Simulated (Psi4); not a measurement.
# C2H4F− (SMILES C[CH-]F): CAM-B3LYP/6-311+G(d,p) (sweep point 3)

Aim: the vertical ionisation energy of C2H4F− at CAM-B3LYP/6-311+G** (sweep point 3), from 2 runs. 

The calculation is run with Psi4 1.11.

4 further runs of the same task are left out: 4 set aside as unsound or not needed.

### 1 The structure to begin with

C2H4F−: 7 atoms, total charge -1, spin state singlet. SMILES: `C[CH-]F`. The shape is that of a GFN2-xTB optimisation.

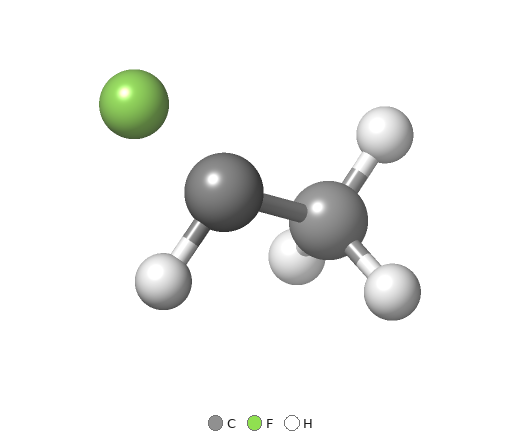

Viewed from a chosen angle; carbon grey, fluorine green, hydrogen white.

### 2 A single-point energy at CAM-B3LYP/6-311+G(d,p) (sweep point 3)

input.inp

```
memory 1600 MB

molecule {
  -1 1
  C     -0.493040     0.360290    -0.091850
  C      0.969020    -0.047280     0.128740
  F      0.898020    -1.118910     1.193240
  H     -1.211500    -0.457090    -0.321760
  H     -0.527430     1.067250    -0.930470
  H     -0.880610     0.878910     0.794150
  H      1.245550    -0.683170    -0.772050
  units angstrom
  symmetry c1
}

set globals {
  basis 6-311+G**
  reference rks
  puream true
  scf_type pk
  dft_radial_points 99
  dft_spherical_points 590
  d_convergence 0.0001
  e_convergence 0.0001
}

energy('cam-b3lyp')
print_variables()
```

On the command line:

```bash
$ psi4 input.inp input.out -n 1
```

input.out:

```text
[...]
  Running in c1 symmetry.
[...]
  Nuclear repulsion =   69.247302818549116
[...]
  Multiplicity = 1
[...]
  Nalpha       = 13
  Nbeta        = 13
[...]
    Number of basis functions: 90
[...]
   @RKS iter   1:  -178.05123105929846   -5.03374e-01   8.68883e-03 DIIS/ADIIS
[...]
   @RKS iter   7:  -178.38086719463419   -7.64815e-05   2.08905e-05 DIIS
[...]
    Orbital Energies [Eh]
    ---------------------
    Doubly Occupied:
       1A    -24.472643     2A    -10.038637     3A    -10.032763
       4A     -0.985458     5A     -0.605818     6A     -0.437709
       7A     -0.307181     8A     -0.284093     9A     -0.262034
      10A     -0.237056    11A     -0.216723    12A     -0.158255
      13A     -0.002478
[...]
  @RKS Final Energy:  -178.38086719463419
   => Energetics <=
    Nuclear Repulsion Energy =             69.2473028185491160
    One-Electron Energy =                -387.7569961858871466
    Two-Electron Energy =                 156.8090454426623239
    DFT Exchange-Correlation Energy =     -16.6802192699584566
    Empirical Dispersion Energy =           0.0000000000000000
    VV10 Nonlocal Energy =                  0.0000000000000000
    Total Energy =                       -178.3808671946341917
[...]
 Multipole Moments:
 ------------------------------------------------------------------------------------
     Multipole            Electronic (a.u.)      Nuclear  (a.u.)        Total (a.u.)
 ------------------------------------------------------------------------------------
 L = 1.  Multiply by 2.5417464519 to convert [e a0] to [Debye]
 Dipole X            :          2.2943193           -3.4115633           -1.1172441
 Dipole Y            :         -3.2596032            2.8069711           -0.4526321
 Dipole Z            :          3.3367657           -3.5841157           -0.2473500
 Magnitude           :                                                    1.2305658
[...]
```

Run time: 18 s. Hardware: 1 thread of Intel Xeon Platinum 8259CL at 2.50GHz (Skylake/Cascade Lake), shared host; peak memory 0.87 GiB.

### 3 Doublet neutral C2H4F, same level

input.in

```
memory 1600 mb

molecule {
  0 2
  C     -0.493040     0.360290    -0.091850
  C      0.969020    -0.047280     0.128740
  F      0.898020    -1.118910     1.193240
  H     -1.211500    -0.457090    -0.321760
  H     -0.527430     1.067250    -0.930470
  H     -0.880610     0.878910     0.794150
  H      1.245550    -0.683170    -0.772050
  symmetry c1
}

set basis 6-311+G**
set reference uks
set puream true
set scf_type pk
set dft_radial_points 99
set dft_spherical_points 590
set d_convergence 0.0001
set e_convergence 0.0001
set maxiter 150

energy_value = energy('cam-b3lyp')
print_variables()
```

On the command line:

```bash
$ psi4 input.in input.out -n 1
```

input.out:

```text
[...]
  Running in c1 symmetry.
[...]
  Nuclear repulsion =   69.247302818549116
[...]
  Multiplicity = 2
[...]
  Nalpha       = 13
  Nbeta        = 12
[...]
    Number of basis functions: 90
[...]
   @UKS iter   1:  -178.18617943101520   -6.38322e-01   6.52679e-03 DIIS/ADIIS
[...]
   @UKS iter   6:  -178.34712265954516   -3.50526e-05   2.95683e-05 DIIS
[...]
   @S^2 Observed:                7.526665422E-01
[...]
    Orbital Energies [Eh]
    ---------------------
    Alpha Occupied:
       1A    -24.737567     2A    -10.369005     3A    -10.265397
       4A     -1.246107     5A     -0.857127     6A     -0.703000
       7A     -0.562437     8A     -0.533228     9A     -0.519591
      10A     -0.474130    11A     -0.461417    12A     -0.418373
      13A     -0.348383
    Alpha Virtual:
      14A      0.033346    15A      0.054636    16A      0.061019
      17A      0.069681    18A      0.085293    19A      0.102823
      20A      0.107376    21A      0.151127    22A      0.160641
      23A      0.185381    24A      0.189411    25A      0.216489
[...]
  @UKS Final Energy:  -178.34712265954516
   => Energetics <=
    Nuclear Repulsion Energy =             69.2473028185491160
    One-Electron Energy =                -381.3763366012789220
    Two-Electron Energy =                 150.3001860724710639
    DFT Exchange-Correlation Energy =     -16.5182749492863934
    Empirical Dispersion Energy =           0.0000000000000000
    VV10 Nonlocal Energy =                  0.0000000000000000
    Total Energy =                       -178.3471226595451640
[...]
 Multipole Moments:
 ------------------------------------------------------------------------------------
     Multipole            Electronic (a.u.)      Nuclear  (a.u.)        Total (a.u.)
 ------------------------------------------------------------------------------------
 L = 1.  Multiply by 2.5417464519 to convert [e a0] to [Debye]
 Dipole X            :          3.0138327           -3.4115633           -0.3977306
 Dipole Y            :         -2.3418148            2.8069711            0.4651562
 Dipole Z            :          2.7945944           -3.5841157           -0.7895213
 Magnitude           :                                                    0.9989513
[...]
```

Wall time 24 s (1 thread of Intel Xeon Platinum 8259CL at 2.50GHz (Skylake/Cascade Lake), shared host); peak memory 0.87 GiB.

### 4 What came out

Level: CAM-B3LYP/6-311+G** (sweep point 3).

| quantity | value |
| --- | --- |
| singlet C2H4F−: total energy | -178.38087 Eh |
| singlet C2H4F−: HOMO energy | -0.07 eV |
| singlet C2H4F−: LUMO energy | 4.80 eV |
| singlet C2H4F−: HOMO–LUMO gap (to an unbound level, set by the basis) | 4.86 eV |
| doublet neutral C2H4F: total energy | -178.34712 Eh |
| doublet neutral C2H4F: dipole moment | 2.54 D |
| doublet neutral C2H4F: HOMO energy (highest over α and β) | -9.48 eV |
| doublet neutral C2H4F: LUMO energy (lowest over α and β) | -1.92 eV |
| doublet neutral C2H4F: ⟨S²⟩ | 0.753 |
| vertical detachment energy (to the doublet neutral) | 0.918 eV |

Removing an electron at fixed nuclei costs 0.92 eV (88.6 kJ/mol). −ε(HOMO) before ionisation, 0.07 eV, is 0.85 eV below this ionisation energy.
